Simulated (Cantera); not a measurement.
Charge: 1 mol Al, 8.1 mol NH3, 5.7 mol H2, equilibrated at 0.100 bar.

Method: chemical equilibrium by Gibbs-energy minimisation in Cantera with the NASA 1993 tables (ideal gas, pure condensed phases). Candidate condensed phases: Al, AlN; 13 gas species. Rates play no part.

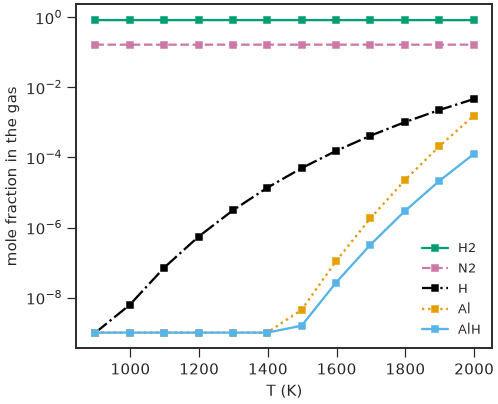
Fig. 1. Equilibrium gas composition (values under 1e-9 drawn at 1e-9)

Problem. Read off the mole fractions at 1398 K.

Solution. H2 about 0.83, N2 about 0.17, H about 1.4e-5.
